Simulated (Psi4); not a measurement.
# BH2OF (SMILES OBF) at B3LYP/6-31G(d) (Cartesian functions)

What is the vertical ionisation energy of BH2OF at B3LYP/6-31G* (Cartesian functions)? 

Program for the calculation: Psi4 1.11.

1 further run of the same task is left out (set aside as unsound or not needed).

### 1 The molecule

BH2OF: 5 atoms, total charge 0, spin state singlet. As SMILES, `OBF`. The coordinates come from a PBE0-D4/def2-TZVP relaxation. This is one conformer, not always the lowest.

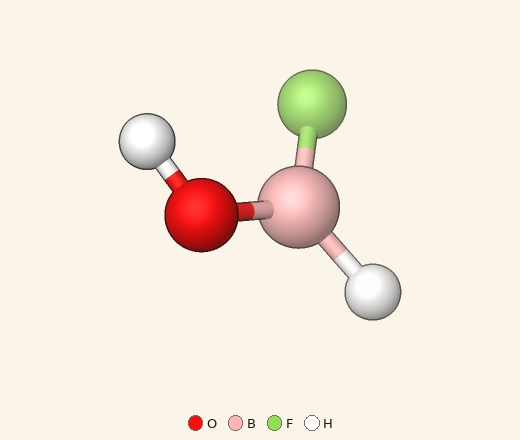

The structure, seen from a chosen angle (oxygen red, boron pink, fluorine green, hydrogen white).

### 2 A single-point energy at B3LYP/6-31G(d) (Cartesian functions)

Input file bfh2o.py:

```python
import psi4

psi4.set_memory(1600000000)
psi4.set_num_threads(1)
psi4.core.set_output_file('bfh2o.out', False)

m = psi4.geometry("""
O
B 1 1.344288
F 2 1.331961 1 120.28336
H 1 0.963013 2 113.43681 3 -0.0002
H 2 1.191804 3 119.60234 1 179.99974
symmetry c1
no_reorient
no_com
""")

psi4.set_options({
    'puream': False,
    'e_convergence': 1e-09,
    'd_convergence': 1e-08,
    'scf_type': 'pk',
    'dft_radial_points': 99,
    'dft_spherical_points': 590,
})

e_tot = psi4.energy("b3lyp/6-31G*", molecule=m)
print(f'b3lyp/6-31G* energy: {e_tot:.10f} Eh')
```

Run with:

```sh
$ python bfh2o.py
```

bfh2o.out (excerpt; [...] marks lines left out):

```text
[...]
  Running in c1 symmetry.
[...]
  Nuclear repulsion =   64.275802927813416
[...]
  Multiplicity = 1
[...]
  Nalpha       = 12
  Nbeta        = 12
[...]
    Number of basis functions: 49
[...]
   @RKS iter   1:  -201.07506394070430   -3.76449e-01   1.30276e-02 DIIS/ADIIS
[...]
   @RKS iter  10:  -201.22104858782433   -2.16005e-12   4.50481e-09 DIIS
[...]
    Orbital Energies [Eh]
    ---------------------
    Doubly Occupied:
       1A    -24.700356     2A    -19.179752     3A     -6.819362
       4A     -1.204218     5A     -1.042373     6A     -0.583324
       7A     -0.531110     8A     -0.473128     9A     -0.452093
      10A     -0.378199    11A     -0.361141    12A     -0.360935
[...]
  @RKS Final Energy:  -201.22104858782433
   => Energetics <=
    Nuclear Repulsion Energy =             64.2758029278134160
    One-Electron Energy =                -404.9289629029286175
    Two-Electron Energy =                 158.7821332676534496
    DFT Exchange-Correlation Energy =     -19.3500218803625685
    Empirical Dispersion Energy =           0.0000000000000000
    VV10 Nonlocal Energy =                  0.0000000000000000
    Total Energy =                       -201.2210485878243276
[...]
 Multipole Moments:
 ------------------------------------------------------------------------------------
     Multipole            Electronic (a.u.)      Nuclear  (a.u.)        Total (a.u.)
 ------------------------------------------------------------------------------------
 L = 1.  Multiply by 2.5417464519 to convert [e a0] to [Debye]
 Dipole X            :          0.0000051           -0.0000015            0.0000035
 Dipole Y            :         -1.5921748            1.2154087           -0.3767661
 Dipole Z            :          1.3678920           -1.7023763           -0.3344843
 Magnitude           :                                                    0.5038179
[...]
```

Standard output:

```text
b3lyp/6-31G* energy: -201.2210485878 Eh
```

It took 6.9 s on 1 thread of Intel Xeon Platinum 8375C at 2.90GHz (Ice Lake), shared host; peak memory 0.6 GiB.

### 3 The doublet cation: energy and forces at UB3LYP/6-31G(d) (Cartesian functions)

Input file run_ase.py:

```python
import numpy as np
from ase.calculators.psi4 import Psi4
from ase import Atoms

mol = Atoms(['O', 'B', 'F', 'H', 'H'], positions=[
    [-0.965400, 0.157400, 0.156900],
    [0.365000, -0.030200, 0.201100],
    [1.039200, -0.323700, -0.909500],
    [-1.337200, 0.057400, -0.725800],
    [0.948300, 0.065400, 1.236000],
])
calc = Psi4(atoms=mol, method='b3lyp', basis='6-31G*', memory='1600MB', num_threads=1, charge=1, multiplicity=2, label='psi4-calc', reference='uks')
calc.psi4.set_options({'puream': False, 'e_convergence': 1e-09, 'd_convergence': 1e-08, 'scf_type': 'pk', 'dft_radial_points': 99, 'dft_spherical_points': 590, 'maxiter': 200})
mol.calc = calc

forces = mol.get_forces()
print(f'energy: {mol.get_potential_energy():.6f} eV')
print('forces / eV A^-1')
print(np.round(forces, 5))
```

Run with:

```sh
$ python run_ase.py
```

psi4-calc.dat (excerpt; [...] marks lines left out):

```text
[...]
  Running in c1 symmetry.
[...]
  Nuclear repulsion =   64.275791383112292
[...]
  Multiplicity = 2
[...]
  Nalpha       = 12
  Nbeta        = 11
[...]
    Number of basis functions: 49
[...]
   @UKS iter   1:  -200.60729290824497    9.13210e-02   1.16219e-02 ADIIS/DIIS
[...]
   @UKS iter  18:  -200.73468368750832    7.67386e-13   1.93470e-09 DIIS
[...]
   @S^2 Observed:                7.546471905E-01
[...]
  @UKS Final Energy:  -200.73468368750832
   => Energetics <=
    Nuclear Repulsion Energy =             64.2757913831122920
    One-Electron Energy =                -396.6401463747267826
    Two-Electron Energy =                 150.6249883933292608
    DFT Exchange-Correlation Energy =     -18.9953170892230858
    Empirical Dispersion Energy =           0.0000000000000000
    VV10 Nonlocal Energy =                  0.0000000000000000
    Total Energy =                       -200.7346836875083227
[...]
 Multipole Moments:
 ------------------------------------------------------------------------------------
     Multipole            Electronic (a.u.)      Nuclear  (a.u.)        Total (a.u.)
 ------------------------------------------------------------------------------------
 L = 1.  Multiply by 2.5417464519 to convert [e a0] to [Debye]
 Dipole X            :          1.6576158           -1.6947879           -0.0371721
 Dipole Y            :         -0.3896418            0.4486607            0.0590188
 Dipole Z            :         -0.8351085            1.1409218            0.3058133
 Magnitude           :                                                    0.3136667
[...]
  -Total Gradient:
     Atom            X                  Y                   Z
    ------   -----------------  -----------------  -----------------
       1        0.005862064253    -0.004386358302    -0.020130320342
       2       -0.000366483863     0.009087768991     0.051580904563
       3        0.003494716564    -0.004609615223    -0.023389571103
       4        0.012390796401     0.001555231305     0.019268395113
       5       -0.021376976971    -0.001645196973    -0.027315510190
[...]
```

On the terminal:

```text
energy: -5462.268966 eV
forces / eV A^-1
[[-0.30144  0.22556  1.03514]
 [ 0.01885 -0.46731 -2.6524 ]
 [-0.17971  0.23704  1.20274]
 [-0.63716 -0.07997 -0.99082]
 [ 1.09925  0.0846   1.40462]]
```

Wall time 18 s (1 thread of Intel Xeon Platinum 8375C at 2.90GHz (Ice Lake), shared host); peak memory 0.62 GiB.

### 4 Summary of results

At B3LYP/6-31G* (Cartesian functions):

| quantity | value |
| --- | --- |
| singlet BH2OF: total energy | -201.22105 Eh |
| singlet BH2OF: dipole moment | 1.28 D |
| singlet BH2OF: HOMO energy | -9.82 eV |
| singlet BH2OF: LUMO energy | 0.82 eV |
| singlet BH2OF: HOMO–LUMO gap | 10.64 eV |
| doublet cation: total energy | -200.73468 Eh |
| doublet cation: HOMO energy (highest over α and β) | -18.26 eV |
| doublet cation: LUMO energy (lowest over α and β) | -16.59 eV |
| doublet cation: ⟨S²⟩ | 0.755 |
| doublet cation: largest force on an atom | 2.693 eV/Å |
| vertical ionisation energy (to the doublet cation) | 13.235 eV |

What this shows: The vertical ionisation energy comes to 13.23 eV (1277 kJ/mol). −ε(HOMO) before ionisation, 9.82 eV, is 3.41 eV below this ionisation energy.
